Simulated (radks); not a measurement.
**Run report: Ce⁴⁺, atomic calculation**

The Ce⁴⁺ ion in the configuration [Xe]. Computed at this level: Dirac Kohn-Sham, LDA (Slater exchange, Perdew-Wang correlation), spin-unpolarised, spherical densities, finite nucleus (the in-house radial solver radks).

### Key numbers

- outcome: converged
- total energy: −8855.4314 hartree
- kinetic energy: 9497.9021 hartree
- electron–nucleus energy: −21488.5211 hartree
- Hartree energy: 3337.1156 hartree
- exchange–correlation energy: −201.927998 hartree
- radius at density 0.001 e/bohr³: 3.30 bohr
- SCF iterations: 14
- hardware: 1 CPU thread, shared host

### Input file
```
Z 58
configuration [Xe] 6s0 4f0
relativity Dirac
functional lda,pw
spin unpolarised
j_filling energy
nucleus finite rms 4.8771 fm
c 137.035999084
```

Energies in input and log are in hartree, lengths in bohr (the nuclear radius in fm).

### Output
```
1s1/2   1   2.0000       -1478.56805679
2s1/2   1   2.0000        -238.07927142
2p1/2   1   2.0000        -224.98116310
2p3/2   1   4.0000        -208.59280305
3s1/2   1   2.0000         -52.58615322
3p1/2   1   2.0000         -47.02522348
3p3/2   1   4.0000         -43.80702708
3d3/2   1   4.0000         -34.04101717
3d5/2   1   6.0000         -33.34945394
4s1/2   1   2.0000         -11.92844480
4p1/2   1   2.0000          -9.85794922
4p3/2   1   4.0000          -9.15418818
4d3/2   1   4.0000          -5.74149136
4d5/2   1   6.0000          -5.61693327
5s1/2   1   2.0000          -2.90462636
5p1/2   1   2.0000          -2.29709404
5p3/2   1   4.0000          -2.17582098
6s1/2   1   0.0000          -1.08169460
4f5/2   1   0.0000          -1.75571300
4f7/2   1   0.0000          -1.74119752
Etot -8855.431375166121
Ekin 9497.90213735821
Encl -21488.521099115744
Eh 3337.1155848980034
Exc -201.92799830659243
err 4.67817704978208e-10
it 14
```

### Slater integrals of the outer shells (hartree)

```csv
integral,value
"F0(5p3/2,5p3/2)",0.5408
"F2(5p3/2,5p3/2)",0.2936
"F0(5p3/2,5p1/2)",0.5513
"F2(5p3/2,5p1/2)",0.2985
"G0(5p3/2,5p1/2)",0.5471
"G2(5p3/2,5p1/2)",0.2973
"F0(5p3/2,5s1/2)",0.5738
"G1(5p3/2,5s1/2)",0.3839
```

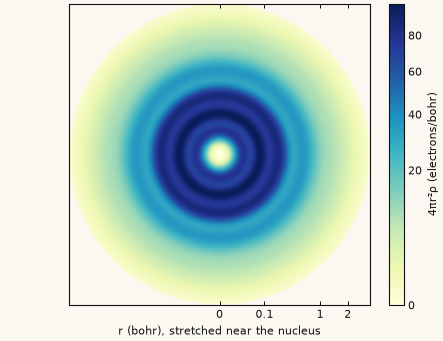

**Figure 1.** The radial density 4πr²ρ as a disc about the nucleus, with the radius drawn as r to the power 0.35. There are 4 maxima, at r = 0.0172, 0.0757, 0.213 and 0.587 bohr, parted by minima at 0.0332, 0.141 and 0.433 bohr, inside which lie 2.0, 11.2 and 28.9 electrons. The configuration has 5 principal shells, so not every shell has a maximum of its own.

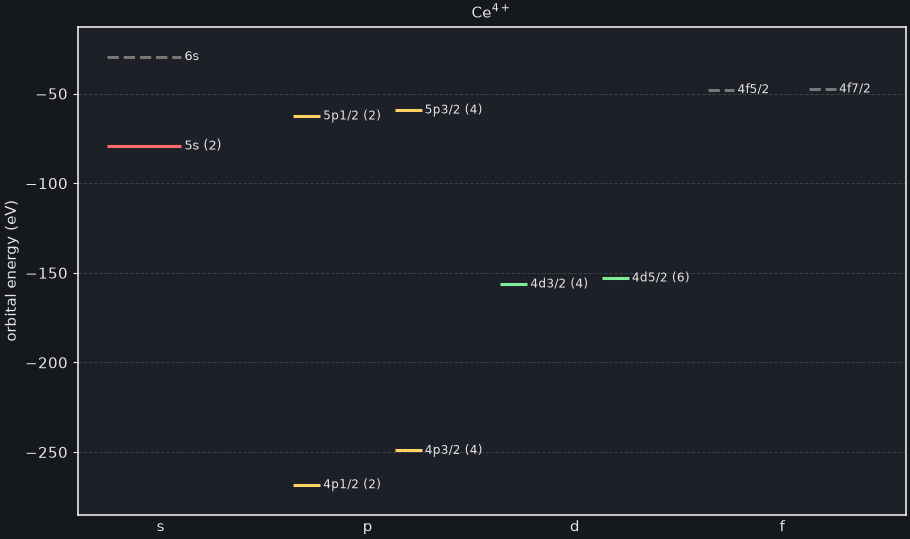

**Figure 2.** The outer levels are drawn by angular momentum (occupations in brackets, the lower j at the left of each column, empty levels dashed). The highest occupied level is 5p3/2 at −59.2 eV. From the top down the occupied levels run 5p3/2 (−59.2 eV), 5p1/2 (−62.5 eV), 5s (−79.0 eV), 4d5/2 (−152.8 eV), 4d3/2 (−156.2 eV), 4p3/2 (−249.1 eV), 4p1/2 (−268.2 eV). The lowest empty level drawn is 4f5/2 at −47.8 eV. Spin-orbit splittings: 4f 0.395 eV, 5p 3.30 eV, 4d 3.39 eV, 4p 19.2 eV.

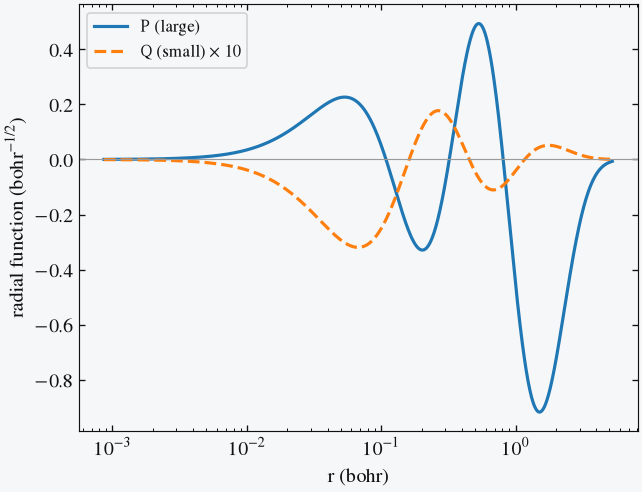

**Figure 3.** The large and small radial components of one occupied spinor. It is 5p3/2. The spinor has κ = −2: the large component has l = 1 and 3 radial nodes (r = 0.109, 0.321 and 0.810 bohr), the small one has l = 2. The small component carries 0.018 % of the norm; ⟨r⟩ = 1.66 bohr and the eigenvalue is −59.2 eV. The nodes of P give n − l − 1 and its extent picks the shell; Q has as many nodes as P for κ < 0 and one more for κ > 0.
